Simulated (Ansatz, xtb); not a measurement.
Ligand exchange: CBrCl2F + CH3Na → C2H3Cl2F + NaBr

Species: CBrCl2F (bromodichlorofluoromethane) `FC(Cl)(Cl)Br`, singlet; CH3Na `[CH3][Na]`, singlet; C2H3Cl2F (1,1-dichloro-1-fluoroethane) `CC(F)(Cl)Cl`, singlet; NaBr, singlet. The partners trade Br for CH3: C–Br and Na–CH3 bonds give way to C–CH3 and Na–Br.

Shapes, held fixed at every level: PBE0-D4/def2-TZVP. Programs: Ansatz 0.2.0, xtb 6.7.1. The zero-point and thermal change to 298 K, harmonic and unscaled (PBE0-D4/def2-TZVP), is +14.1 kJ/mol.

```csv
level,kind,ΔH(298 K) (kJ/mol),less CCSD(T)/def2-TZVPP,CPU time (sum over the molecules)
GFN1-xTB,semi-empirical,-288.2,+64.4,0.24 s
PBE-D4/def2-TZVPP,GGA,-318.4,+34.2,12 s
BHLYP-D4/def2-TZVPP,global hybrid,-372.9,-20.3,15 s
wB97M-V/def2-TZVPP,range-separated hybrid,-351.5,+1.1,49 s
wB97X-V/def2-TZVPP,range-separated hybrid,-362.6,-10.0,34 s
B2PLYP/def2-TZVPP,double hybrid,-349.0,+3.6,24 s
MP2/def2-SVP,perturbation theory,-384.9,-32.3,–
CCSD(T)/def2-SVP,coupled cluster or CI,-380.8,-28.2,15 s
CCSD(T)/def2-TZVPP,coupled cluster or CI,-352.6,0.0,4.6 min
```

The highest level, CCSD(T)/def2-TZVPP, gives ΔH(298 K) = -352.6 kJ/mol; the levels span -384.9 to -288.2. GFN1-xTB strays far from the other rows. The column of differences is taken from that level and isn't an error. No measured value is set beside it here. Relativity is left out for Br. Outer-core shells of Br, Na are correlated in most correlated rows, in sets that cover them unevenly. Times are processor times on shared x86 and Arm servers, and rough.

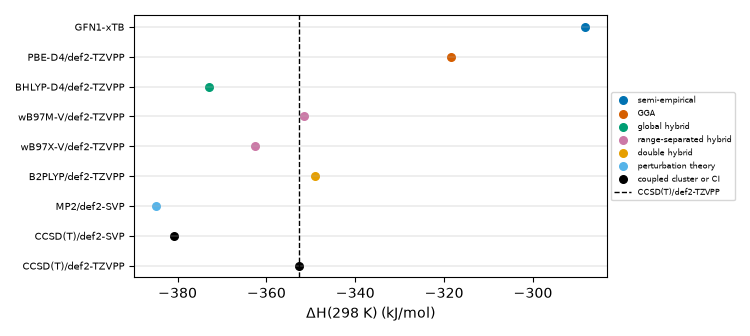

The values of the table, level by level.
